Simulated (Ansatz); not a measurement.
# TlMo, from a guessed structure to a relaxed one

This structure for TlMo is made up. Its elements were placed in a known structure type with a cell scaled to their sizes. What cell does the guess relax to, and how far off was it?

Main program and level: Ansatz 0.2.0; DFT, PBEsol, plane-wave PAW, files of the set soft_1, scalar-relativistic, no spin, cell and ions relaxed at zero pressure; PAW set soft_1, in the first sound run; inputs show where later runs differ.

**1. The starting structure**

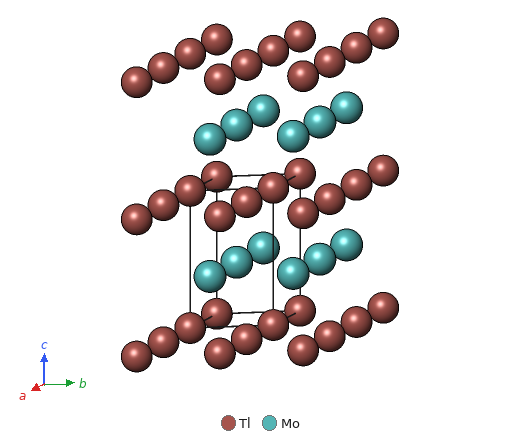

The cell as given, slightly off an axis (thallium brown, molybdenum teal). 3×2×2 cells are drawn. Some periodic images of atoms are drawn too.

**2. Relaxation of the guess**

The guess takes its coordinates from another compound and its volume from a rule, so the cell and any free coordinates are relaxed together.

File input.yaml:

```yaml
crystal:
  lattice:
    - [3.274, 0.0, 0.0]
    - [-1.637, 2.835367172, 0.0]
    - [0.0, 0.0, 5.37]
  atoms:
    - { symbol: Tl, position: [0.0, 0.0, 0.0] }
    - { symbol: Mo, position: [0.333333333, 0.666666667, 0.5] }
kpoints:
  mp_grid: { grid: [9, 9, 5] }
scf:
  occupations: { method: fermi_dirac, width: 0.05 }
hamiltonian:
  xc: pbesol
  pseudopotentials: { kind: paw, azcp: { folder: soft_1 }, xc_functional: pbe }
relax:
  f_tol: 0.015
  max_steps: 70
  cell: {}
output:
  forces: true
  stress: true
```

Started as:

```bash
$ ansatz run input.yaml --threads 4 --pin off --max-ram 8192MiB --backend cpu --events-out ev --progress --plain --runs-dir out
```

Numbers of over 12 decimals in the logs are rounded to 6 here.

What it wrote:

```text
Engine: ansatz 0.2.0, x86_64-unknown-linux-gnu
Pseudopotentials: kind: paw
Pseudopotential: Tl, paw, valence charge 13, recommended cutoff 420 eV (normal), soft_1/Tl.paw.azcp
Pseudopotential: Mo, paw, valence charge 14, recommended cutoff 420 eV (normal), soft_1/Mo.paw.azcp
Functional definition: PBEsol
  exchange = pbesol_x
  correlation = pbesol_c
Crystal: 2 atoms, lattice volume = 49.850 Å³
Basis set: ecut = 420 eV, 989 PW (Γ), exchange–correlation on 48×48×72 points (8 copies of the dense FFT grid, shifted against one another)
Bands: 18, of which v1, the nominal top of the filled ones, is band 14 counted from 1 (13 counted from 0)
Symmetry: 12 space group operations
Space group: P-6m2 (ITA 187), of the structure as read, at distance tolerance 3.7e-5 Å
k-points: 36 of 405 (time reversal used)
Non-local potential: Tl, projectors of the file, l = 0: 2, l = 1: 2, l = 2: 2, l = 3: 1
Non-local potential: Mo, projectors of the file, l = 0: 3, l = 1: 2, l = 2: 2, l = 3: 1
PAW form: soft (Blöchl's): semilocal exchange-correlation on the pseudo side does not see the compensation charge
PAW frozen core: Tl, regenerated for the run's functional, and the local potential with it (the file was generated under x = pbe(κ = 0.804, μ = 0.219515), c = pbe(β = 0.066725))
PAW frozen core: Mo, regenerated for the run's functional, and the local potential with it (the file was generated under x = pbe(κ = 0.804, μ = 0.219515), c = pbe(β = 0.066725))
PAW one-centre angular grid: Tl, 590 points (default); XC on 64 Gauss nodes
PAW one-centre angular grid: Mo, 590 points (default); XC on 64 Gauss nodes
Initial density: superposition of atomic densities (chi_scale 0.1, normalization cell, long waves kept (reshape's long-wave potential 0.02 eV rms))
Initial wavefunctions: pseudopotential atomic-orbital guess
Functional: x = pbesol(κ = 0.804, μ = 0.123457), c = pbesol(β = 0.046)
SCF iter   1: F=—  HF=-16195.500340 eV  |F-HF|=—  |Δ(HF+E_count)|=         —  Δρ=1.14e-1  dr2=1.59e1  ethr=3.10e-3  ⟨swp⟩=5.7  Hψ=2916  notcnv=0
preconditioner: auto → Kerker (q_TF=auto, 2.463 Å⁻¹)  [metal: Δε(μ)=0.042 eV  Ē_g=10.965 eV  σ=0.050 eV  W_gap=0.20  n_scr=10 (ndim 8)  ℏωp=22.9 eV  f_vac=0.000  D(μ)=2.08/eV (n_scr^D=22)]
SCF iter   2: F=—  HF=-16192.615428 eV  |F-HF|=—  |Δ(HF+E_count)|=    2.88e0  Δρ=3.13e-2  dr2=9.72e-1  ethr=3.10e-3  ⟨swp⟩=2.9  Hψ=1711  notcnv=0
SCF iter   3: F=—  HF=-16192.461509 eV  |F-HF|=—  |Δ(HF+E_count)|=   1.54e-1  Δρ=1.16e-2  dr2=3.38e-2  ethr=3.10e-3  ⟨swp⟩=2.0  Hψ=1056  notcnv=0
SCF iter   4: F=—  HF=-16192.467118 eV  |F-HF|=—  |Δ(HF+E_count)|=   5.61e-3  Δρ=2.82e-3  dr2=7.65e-3  ethr=1.25e-4  ⟨swp⟩=2.0  Hψ=1308  notcnv=0
SCF iter   5: F=—  HF=-16192.465914 eV  |F-HF|=—  |Δ(HF+E_count)|=   1.20e-3  Δρ=5.98e-4  dr2=1.07e-4  ethr=2.83e-5  ⟨swp⟩=2.0  Hψ=740  notcnv=0
SCF iter   6: F=—  HF=-16192.465963 eV  |F-HF|=—  |Δ(HF+E_count)|=   4.97e-5  Δρ=1.11e-4  dr2=6.91e-6  ethr=3.98e-7  ⟨swp⟩=2.6  Hψ=1111  notcnv=0
SCF iter   7: F=—  HF=-16192.465970 eV  |F-HF|=—  |Δ(HF+E_count)|=   6.70e-6  Δρ=2.53e-5  dr2=3.05e-7  ethr=2.56e-8  ⟨swp⟩=2.2  Hψ=823  notcnv=0
SCF iter   8: F=-16192.465970 eV  HF=-16192.465970 eV  |F-HF|=1.11e-8  |Δ(HF+E_count)|=   4.03e-8  Δρ=6.88e-6  dr2=3.01e-8  ethr=3.70e-10  ⟨swp⟩=4.0  Hψ=1946  notcnv=0
SCF 1 converged in 8 iterations: F = -16192.465970 eV  dr2 = 3.01e-8
  greatest PAW one-centre occupation: 0.998 electrons in one spin orbital (limit 2), on the Mo atom at site 1 (counted from 0), in its partial waves of l = 0
relax step   1: F+E_penalty+E_count = -16192.46597001 eV  Δ(F+E_penalty+E_count) = +0.000e0 eV  max|allowed force component| = 4.106e-17 eV/Å  Δτ_max = 0.0000 Å  P = -21.448 GPa  Ω = 49.850 Å³  (8 SCF iters, dr2 threshold 1.00e-7 eV, accepted)
Crystal: 2 atoms, lattice volume = 43.415 Å³
Basis set: ecut = 420 eV, 845 PW (Γ), exchange–correlation on 48×48×72 points (8 copies of the dense FFT grid, shifted against one another)
Initial density: handed on by an earlier stage of this run
Initial wavefunctions: those handed on with the density
iter 1 solved again at ethr=2.46e-4 eV; its pass at ethr=3.10e-3 eV (dr2=6.65e-2 eV) is discarded
SCF iter   1: F=—  HF=-16193.267084 eV  |F-HF|=—  |Δ(HF+E_count)|=         —  Δρ=1.04e-2  dr2=6.72e-2  ethr=2.46e-4  ⟨swp⟩=1.0  Hψ=3808  notcnv=0
preconditioner: auto → Kerker (q_TF=auto, 2.521 Å⁻¹)  [metal: Δε(μ)=0.056 eV  Ē_g=10.193 eV  σ=0.050 eV  W_gap=0.27  n_scr=10 (ndim 8)  ℏωp=24.6 eV  f_vac=0.000  D(μ)=1.85/eV (n_scr^D=22)]
SCF iter   2: F=—  HF=-16193.252710 eV  |F-HF|=—  |Δ(HF+E_count)|=   1.44e-2  Δρ=4.70e-3  dr2=9.60e-3  ethr=2.46e-4  ⟨swp⟩=2.0  Hψ=863  notcnv=0
SCF iter   3: F=—  HF=-16193.250828 eV  |F-HF|=—  |Δ(HF+E_count)|=   1.88e-3  Δρ=1.71e-3  dr2=1.20e-3  ethr=3.56e-5  ⟨swp⟩=2.3  Hψ=833  notcnv=0
SCF iter   4: F=—  HF=-16193.250658 eV  |F-HF|=—  |Δ(HF+E_count)|=   1.70e-4  Δρ=2.41e-4  dr2=4.69e-5  ethr=4.43e-6  ⟨swp⟩=2.0  Hψ=1089  notcnv=0
SCF iter   5: F=—  HF=-16193.250650 eV  |F-HF|=—  |Δ(HF+E_count)|=   7.55e-6  Δρ=5.09e-5  dr2=2.22e-6  ethr=1.74e-7  ⟨swp⟩=2.2  Hψ=837  notcnv=0
SCF iter   6: F=—  HF=-16193.250650 eV  |F-HF|=—  |Δ(HF+E_count)|=   6.07e-7  Δρ=1.75e-5  dr2=2.64e-7  ethr=7.41e-10  ⟨swp⟩=4.0  Hψ=2162  notcnv=0
SCF iter   7: F=-16193.250650 eV  HF=-16193.250650 eV  |F-HF|=1.32e-9  |Δ(HF+E_count)|=   3.58e-8  Δρ=2.78e-6  dr2=3.67e-9  ethr=7.41e-10  ⟨swp⟩=4.0  Hψ=1894  notcnv=0
SCF 2 converged in 7 iterations: F = -16193.250650 eV  dr2 = 3.67e-9
relax step   2: F+E_penalty+E_count = -16193.25064979 eV  Δ(F+E_penalty+E_count) = -7.847e-1 eV  max|allowed force component| = 4.626e-17 eV/Å  Δτ_max = 0.0000 Å  P = -16.186 GPa  Ω = 43.415 Å³  energy of the carried Pulay correction = +4.986e-4 eV  (7 SCF iters, dr2 threshold 2.00e-7 eV, accepted)
Crystal: 2 atoms, lattice volume = 38.661 Å³
Basis set: ecut = 420 eV, 725 PW (Γ), exchange–correlation on 48×48×72 points (8 copies of the dense FFT grid, shifted against one another)
iter 1 solved again at ethr=8.12e-5 eV; its pass at ethr=3.10e-3 eV (dr2=2.19e-2 eV) is discarded
SCF iter   1: F=—  HF=-16193.619062 eV  |F-HF|=—  |Δ(HF+E_count)|=         —  Δρ=7.35e-3  dr2=2.18e-2  ethr=8.12e-5  ⟨swp⟩=1.0  Hψ=3808  notcnv=0
preconditioner: auto → none  [metal: Δε(μ)=0.064 eV  Ē_g=10.854 eV  σ=0.050 eV  W_gap=0.31  n_scr=8 (ndim 8)  ℏωp=26.0 eV  f_vac=0.000  D(μ)=1.56/eV (n_scr^D=10)]
SCF iter   2: F=—  HF=-16193.613039 eV  |F-HF|=—  |Δ(HF+E_count)|=   6.02e-3  Δρ=3.00e-3  dr2=2.93e-3  ethr=8.09e-5  ⟨swp⟩=2.0  Hψ=1144  notcnv=0
SCF iter   3: F=—  HF=-16193.612593 eV  |F-HF|=—  |Δ(HF+E_count)|=   4.46e-4  Δρ=1.01e-3  dr2=2.33e-4  ethr=1.08e-5  ⟨swp⟩=1.3  Hψ=663  notcnv=0
SCF iter   4: F=—  HF=-16193.612572 eV  |F-HF|=—  |Δ(HF+E_count)|=   2.06e-5  Δρ=1.47e-4  dr2=2.95e-6  ethr=8.63e-7  ⟨swp⟩=2.5  Hψ=1009  notcnv=0
SCF iter   5: F=—  HF=-16193.612577 eV  |F-HF|=—  |Δ(HF+E_count)|=   4.22e-6  Δρ=3.16e-5  dr2=8.94e-8  ethr=1.09e-8  ⟨swp⟩=2.0  Hψ=793  notcnv=0
SCF iter   6: F=-16193.612577 eV  HF=-16193.612577 eV  |F-HF|=5.78e-9  |Δ(HF+E_count)|=   3.10e-8  Δρ=4.70e-6  dr2=7.43e-9  ethr=3.31e-10  ⟨swp⟩=2.2  Hψ=2374  notcnv=0
SCF 3 converged in 6 iterations: F = -16193.612577 eV  dr2 = 7.43e-9
relax step   3: F+E_penalty+E_count = -16193.61257662 eV  Δ(F+E_penalty+E_count) = -3.619e-1 eV  max|allowed force component| = 1.064e-16 eV/Å  Δτ_max = 0.0000 Å  P = -5.434 GPa  Ω = 38.661 Å³  energy of the carried Pulay correction = +9.172e-4 eV  (6 SCF iters, dr2 threshold 2.00e-7 eV, accepted)
Crystal: 2 atoms, lattice volume = 36.363 Å³
Basis set: ecut = 420 eV, 711 PW (Γ), exchange–correlation on 48×48×72 points (8 copies of the dense FFT grid, shifted against one another)
iter 1 solved again at ethr=2.89e-5 eV; its pass at ethr=3.10e-3 eV (dr2=7.81e-3 eV) is discarded
SCF iter   1: F=—  HF=-16193.646035 eV  |F-HF|=—  |Δ(HF+E_count)|=         —  Δρ=4.65e-3  dr2=7.66e-3  ethr=2.89e-5  ⟨swp⟩=2.1  Hψ=4257  notcnv=0
preconditioner: auto → none  [insulator: Δε(μ)=0.127 eV  Ē_g=11.255 eV  σ=0.050 eV  W_gap=0.52  n_scr=8 (ndim 8)  ℏωp=26.8 eV  f_vac=0.000  D(μ)=1.36/eV (n_scr^D=8)  ε∞_Penn≈6.7]
SCF iter   2: F=—  HF=-16193.644008 eV  |F-HF|=—  |Δ(HF+E_count)|=   2.03e-3  Δρ=1.90e-3  dr2=6.25e-4  ethr=2.84e-5  ⟨swp⟩=2.0  Hψ=1007  notcnv=0
SCF iter   3: F=—  HF=-16193.643921 eV  |F-HF|=—  |Δ(HF+E_count)|=   8.68e-5  Δρ=7.74e-4  dr2=9.67e-5  ethr=2.32e-6  ⟨swp⟩=1.2  Hψ=665  notcnv=0
SCF iter   4: F=—  HF=-16193.643921 eV  |F-HF|=—  |Δ(HF+E_count)|=   1.93e-7  Δρ=6.23e-5  dr2=1.05e-6  ethr=3.58e-7  ⟨swp⟩=2.1  Hψ=1045  notcnv=0
iter 5 did not close the SCF: its close was put off for the readings that it lacked (scf_convergence_deferred on its scf_iter line)
SCF iter   5: F=-16193.643921 eV  HF=-16193.643921 eV  |F-HF|=3.69e-9  |Δ(HF+E_count)|=   1.40e-7  Δρ=1.98e-5  dr2=4.42e-8  ethr=3.89e-9  ⟨swp⟩=2.2  Hψ=1068  notcnv=0
SCF iter   6: F=-16193.643921 eV  HF=-16193.643921 eV  |F-HF|=3.66e-10  |Δ(HF+E_count)|=   9.41e-9  Δρ=3.50e-6  dr2=1.07e-9  ethr=1.64e-10  ⟨swp⟩=1.0  Hψ=1947  notcnv=0
SCF 4 converged in 6 iterations: F = -16193.643921 eV  dr2 = 1.07e-9
  greatest PAW one-centre occupation: 0.999 electrons in one spin orbital (limit 2), on the Mo atom at site 1 (counted from 0), in its partial waves of l = 0
relax step   4: F+E_penalty+E_count = -16193.64392114 eV  Δ(F+E_penalty+E_count) = -3.134e-2 eV  max|allowed force component| = 5.551e-17 eV/Å  Δτ_max = 0.0000 Å  P = +3.920 GPa  Ω = 36.363 Å³  energy of the carried Pulay correction = +1.144e-3 eV  (6 SCF iters, dr2 threshold 2.00e-7 eV, accepted)
Crystal: 2 atoms, lattice volume = 37.310 Å³
Basis set: ecut = 420 eV, 735 PW (Γ), exchange–correlation on 48×48×72 points (8 copies of the dense FFT grid, shifted against one another)
iter 1 solved again at ethr=4.00e-6 eV; its pass at ethr=3.10e-3 eV (dr2=1.08e-3 eV) is discarded
SCF iter   1: F=—  HF=-16193.655299 eV  |F-HF|=—  |Δ(HF+E_count)|=         —  Δρ=1.59e-3  dr2=1.07e-3  ethr=4.00e-6  ⟨swp⟩=2.0  Hψ=3710  notcnv=0
preconditioner: auto → none  [metal: Δε(μ)=0.092 eV  Ē_g=11.140 eV  σ=0.050 eV  W_gap=0.37  n_scr=8 (ndim 8)  ℏωp=26.5 eV  f_vac=0.000  D(μ)=1.46/eV (n_scr^D=8)]
SCF iter   2: F=—  HF=-16193.654996 eV  |F-HF|=—  |Δ(HF+E_count)|=   3.03e-4  Δρ=6.45e-4  dr2=9.24e-5  ethr=3.98e-6  ⟨swp⟩=2.0  Hψ=924  notcnv=0
SCF iter   3: F=—  HF=-16193.654979 eV  |F-HF|=—  |Δ(HF+E_count)|=   1.72e-5  Δρ=2.82e-4  dr2=1.55e-5  ethr=3.42e-7  ⟨swp⟩=1.0  Hψ=649  notcnv=0
iter 4 did not close the SCF: its close was put off for the readings that it lacked (scf_convergence_deferred on its scf_iter line)
SCF iter   4: F=-16193.654978 eV  HF=-16193.654978 eV  |F-HF|=2.08e-9  |Δ(HF+E_count)|=   1.43e-6  Δρ=1.58e-5  dr2=3.85e-8  ethr=5.73e-8  ⟨swp⟩=2.2  Hψ=904  notcnv=0
iter 5 did not close the SCF: its close was put off for the readings that it lacked (scf_convergence_deferred on its scf_iter line)
SCF iter   5: F=-16193.654978 eV  HF=-16193.654978 eV  |F-HF|=2.80e-9  |Δ(HF+E_count)|=   2.61e-8  Δρ=5.12e-6  dr2=5.24e-9  ethr=1.42e-10  ⟨swp⟩=2.0  Hψ=1131  notcnv=0
SCF iter   6: F=-16193.654978 eV  HF=-16193.654978 eV  |F-HF|=3.64e-12  |Δ(HF+E_count)|=   1.22e-9  Δρ=1.16e-6  dr2=1.30e-10  ethr=1.94e-11  ⟨swp⟩=2.0  Hψ=1924  notcnv=0
SCF 5 converged in 6 iterations: F = -16193.654978 eV  dr2 = 1.30e-10
relax step   5: F+E_penalty+E_count = -16193.65497769 eV  Δ(F+E_penalty+E_count) = -1.106e-2 eV  max|allowed force component| = 0.000e0 eV/Å  Δτ_max = 0.0000 Å  P = -0.415 GPa  Ω = 37.310 Å³  energy of the carried Pulay correction = +1.052e-3 eV  (6 SCF iters, dr2 threshold 2.00e-7 eV, accepted)
Crystal: 2 atoms, lattice volume = 37.211 Å³
iter 1 solved again at ethr=1.05e-7 eV; its pass at ethr=3.10e-3 eV (dr2=2.84e-5 eV) is discarded
SCF iter   1: F=—  HF=-16193.655303 eV  |F-HF|=—  |Δ(HF+E_count)|=         —  Δρ=2.67e-4  dr2=2.62e-5  ethr=1.05e-7  ⟨swp⟩=3.4  Hψ=4043  notcnv=0
preconditioner: auto → none  [metal: Δε(μ)=0.056 eV  Ē_g=11.142 eV  σ=0.050 eV  W_gap=0.26  n_scr=8 (ndim 8)  ℏωp=26.5 eV  f_vac=0.000  D(μ)=1.45/eV (n_scr^D=8)]
SCF iter   2: F=—  HF=-16193.655296 eV  |F-HF|=—  |Δ(HF+E_count)|=   6.75e-6  Δρ=1.12e-4  dr2=2.87e-6  ethr=9.69e-8  ⟨swp⟩=2.1  Hψ=798  notcnv=0
SCF iter   3: F=—  HF=-16193.655296 eV  |F-HF|=—  |Δ(HF+E_count)|=   2.74e-7  Δρ=3.82e-5  dr2=2.67e-7  ethr=1.06e-8  ⟨swp⟩=1.3  Hψ=711  notcnv=0
iter 4 did not close the SCF: its close was put off for the readings that it lacked (scf_convergence_deferred on its scf_iter line)
SCF iter   4: F=-16193.655296 eV  HF=-16193.655296 eV  |F-HF|=4.75e-9  |Δ(HF+E_count)|=   2.58e-9  Δρ=5.43e-6  dr2=7.83e-9  ethr=9.89e-10  ⟨swp⟩=2.4  Hψ=1072  notcnv=0
iter 5 did not close the SCF: its close was put off for the readings that it lacked (scf_convergence_deferred on its scf_iter line)
SCF iter   5: F=-16193.655296 eV  HF=-16193.655296 eV  |F-HF|=2.73e-11  |Δ(HF+E_count)|=  8.02e-10  Δρ=1.41e-6  dr2=2.03e-10  ethr=2.90e-11  ⟨swp⟩=2.0  Hψ=919  notcnv=0
SCF iter   6: F=-16193.655296 eV  HF=-16193.655296 eV  |F-HF|=0.00e0  |Δ(HF+E_count)|=  9.28e-11  Δρ=2.44e-7  dr2=5.01e-12  ethr=1.00e-12  ⟨swp⟩=1.0  Hψ=1806  notcnv=0
SCF 6 converged in 6 iterations: F = -16193.655296 eV  dr2 = 5.01e-12
relax step   6: F+E_penalty+E_count = -16193.65529570 eV  Δ(F+E_penalty+E_count) = -3.180e-4 eV  max|allowed force component| = 5.551e-17 eV/Å  Δτ_max = 0.0000 Å  P = -0.016 GPa  Ω = 37.211 Å³  energy of the carried Pulay correction = +1.061e-3 eV  (6 SCF iters, dr2 threshold 2.00e-7 eV, accepted)
Basis set: ecut = 420 eV, 711 PW (Γ), exchange–correlation on 48×48×64 points (8 copies of the dense FFT grid, shifted against one another)
Initial wavefunctions: pseudopotential atomic-orbital guess (no wavefunctions were taken with the density)
iter 1 solved again at ethr=1.38e-8 eV; its pass at ethr=3.10e-3 eV (dr2=3.73e-6 eV) is discarded
SCF iter   1: F=—  HF=-16193.654502 eV  |F-HF|=—  |Δ(HF+E_count)|=         —  Δρ=1.66e-4  dr2=1.33e-6  ethr=1.38e-8  ⟨swp⟩=3.1  Hψ=4865  notcnv=0
preconditioner: auto → none  [metal: Δε(μ)=0.056 eV  Ē_g=11.143 eV  σ=0.050 eV  W_gap=0.26  n_scr=8 (ndim 8)  ℏωp=26.5 eV  f_vac=0.000  D(μ)=1.46/eV (n_scr^D=8)]
SCF iter   2: F=—  HF=-16193.654512 eV  |F-HF|=—  |Δ(HF+E_count)|=   1.04e-5  Δρ=8.10e-5  dr2=2.83e-7  ethr=4.91e-9  ⟨swp⟩=2.0  Hψ=1121  notcnv=0
SCF iter   3: F=—  HF=-16193.654513 eV  |F-HF|=—  |Δ(HF+E_count)|=   5.40e-7  Δρ=6.62e-6  dr2=6.24e-9  ethr=1.05e-9  ⟨swp⟩=2.0  Hψ=1125  notcnv=0
SCF iter   4: F=—  HF=-16193.654513 eV  |F-HF|=—  |Δ(HF+E_count)|=   2.72e-9  Δρ=1.75e-6  dr2=8.25e-10  ethr=2.31e-11  ⟨swp⟩=2.1  Hψ=1006  notcnv=0
SCF iter   5: F=—  HF=-16193.654513 eV  |F-HF|=—  |Δ(HF+E_count)|=  1.09e-11  Δρ=3.98e-7  dr2=5.38e-11  ethr=3.06e-12  ⟨swp⟩=2.1  Hψ=940  notcnv=0
SCF iter   6: F=-16193.654513 eV  HF=-16193.654513 eV  |F-HF|=7.28e-12  |Δ(HF+E_count)|=  3.64e-12  Δρ=3.18e-8  dr2=1.78e-13  ethr=1.00e-12  ⟨swp⟩=5.0  Hψ=2587  notcnv=0
SCF 7 converged in 6 iterations: F = -16193.654513 eV  dr2 = 1.78e-13
relax step   7: F+E_penalty+E_count = -16193.65451280 eV  Δ(F+E_penalty+E_count) = +7.829e-4 eV  max|allowed force component| = 3.701e-17 eV/Å  Δτ_max = 0.0000 Å  P = -0.024 GPa  Ω = 37.211 Å³  stress off target by 4.69e-2 GPa  SCF on the basis re-selected at this cell (its energy is not comparable with the rows above)  (6 SCF iters)
basis re-selected at this cell: Δ(F+E_penalty+E_count) = +7.829e-4 eV, ΔP = -0.008 GPa vs the last step (what re-selecting the basis moved, of the pressure what is left beyond the Pulay correction that the steps carried, after the strain that the cell walked since its last selection, with what the two solves' SCF thresholds leave and, on support functions, any second-order correction that the steps lacked; it is no measure of the basis error at this ecutwfc). The dense FFT grid was sized anew with the basis: this SCF ran on 24×24×32 points, the steps before it on 24×24×36, so part of this shift can come from that change (see relax.cell in the input reference). [rest of the remark cut]
SCF converged after 6 iterations
Free energy (F): -16193.654513 eV
Harris-Foulkes:  -16193.654513 eV  (|F-HF|=7.28e-12)
Internal energy: -16193.642111 eV  (E = F + TS)
E sigma→0 (E₀):  -16193.648312 eV
Entropy (-TS):   -0.012401 eV (-6.201 meV/atom)
Fermi energy:    17.396713 eV
--- Per-component energies (eV) ---
  E_band       = -8.287277
  E_kinetic    = 689.923385
  E_local      = -1455.302213  (includes V_loc(G=0)·N_el)
  E_nonlocal   = 467.472989
  E_hartree    = 517.502789
  E_xc         = -358.767562
  E_vxc        = -341.955681  (∫ρ·V_xc dr)
  E_paw        = -13194.135716  (= ΣΔE_a)
  E_vpaw       = -403.431340  (= ΣTr[D̂ρ^β])
  E_aug_tail   = 0.000003  (compensation charges beyond the density's cutoff)
  E_ewald      = -2860.583420
  E_core_change = 0.247633  (= ΣΔE_core)
  E_smearing   = -0.012401  (= −TS)
  E_closure    = 0.000000  (closes the sum)
  Σ components = -16193.654513   (vs F -16193.654513, Δ=0.00e0)
--- Forces (eV/Å), atoms counted from 1 ---
  atom   1  Tl     0.00000000     0.00000000     0.00000000
  atom   2  Mo     0.00000000    -0.00000000     0.00000000
  max |Σ_I F_I| component: 0.00e0 eV/Å
--- Stress (GPa, compression-positive) ---
       -0.046854       0.000000       0.000000
        0.000000      -0.046854       0.000000
        0.000000       0.000000       0.021488
  P = ⅓ Tr σ = -0.0241 GPa (-0.241 kbar)
--- Relaxed structure (6 steps of the walk, 6 accepted, 1 SCFs on fresh bases) ---
  F+E_penalty+E_count = -16193.65451280 eV   max|allowed force component| = 3.701e-17 eV/Å   (the final SCF, on the basis selected at the relaxed cell)
  cell:  # Å, volume = 37.2113 Å³
    - [3.035823, 0.0, 0.0]
    - [-1.517912, 2.629100, 0.0]
    - [0.0, 0.0, 4.662199]
  atoms:
    - { symbol: Tl, position: [-1.8503717059853007e-17, -1.85037170857024e-17, 0.0] }
    - { symbol: Mo, position: [0.333333, 0.666667, 0.500000] }
```

The job ended after 3.3 s (4 threads of Intel Xeon Platinum 8559C (Emerald Rapids), shared host; peak memory 0.43 GiB).

The steps of the relaxation:

| step | energy less that of the first step (eV) | largest force component (eV/Å) | pressure (GPa) | volume (Å³) |
| --- | --- | --- | --- | --- |
| 1 | 0.0000 | 0.0000 | -21.45 | 49.85 |
| 2 | -0.7847 | 0.0000 | -16.19 | 43.42 |
| 3 | -1.1466 | 0.0000 | -5.43 | 38.66 |
| 4 | -1.1780 | 0.0000 | 3.92 | 36.36 |
| 5 | -1.1890 | 0.0000 | -0.41 | 37.31 |
| 6 | -1.1893 | 0.0000 | -0.02 | 37.21 |
| 7* | -1.1885 | 0.0000 | -0.02 | 37.21 |

Relaxation steps marked * repeat the geometry before them on a plane-wave basis chosen anew for their cell, so energy and pressure can jump there.

The run keeps the 12 symmetry operations that it works with, so distortions that break them were not tested.

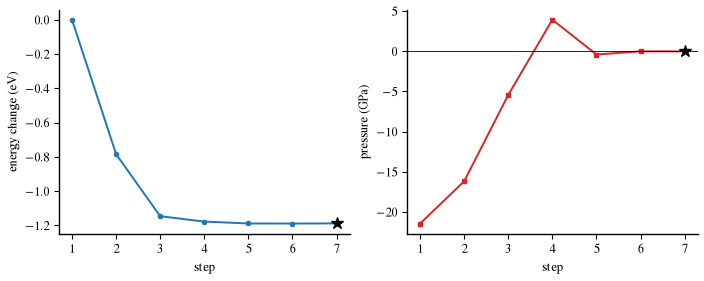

Energy and pressure along the relaxation. Stars mark steps on a basis chosen anew.

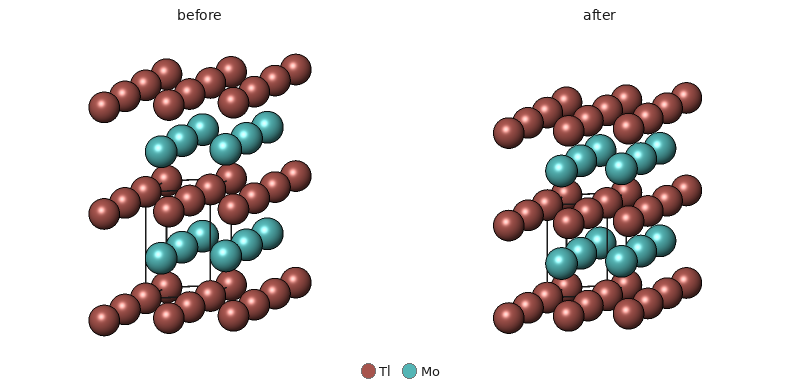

Before and after, at one scale.

| cell as run | before | after | change |
| --- | --- | --- | --- |
| a (Å) | 3.274 | 3.036 | -7.3 % |
| b (Å) | 3.274 | 3.036 | -7.3 % |
| c (Å) | 5.370 | 4.662 | -13.2 % |
| volume (Å³/atom) | 24.92 | 18.61 | -25.4 % |

Final coordinates:

```
Tl Mo
1.0
     3.03582    0.00000    0.00000
    -1.51791    2.62910    0.00000
     0.00000    0.00000    4.66220
Tl Mo
1 1
Direct
  0.00000 0.00000 0.00000
  0.33333 0.66667 0.50000
```

Numbers from this step:

| Property | Result |
| --- | --- |
| free energy | -16193.6545 eV |
| energy at zero smearing | -16193.6483 eV |
| smearing term TS | 0.01240 eV |
| Fermi energy | 17.40 eV |
| electrons | 27 |
| symmetry operations | 12 |
| pressure | -0.02407 GPa |

(Continued in part 2 of 2.)

[Logs are printed without paths, hosts, clocks, repeated set-up lines and the standing remarks that a program may print on its own settings, such as how far it seeks lower states.]

[Hosts, paths, dates, database ids (printed as entryN), source tags and the programs' standing remarks are cut or masked in the printed files.]
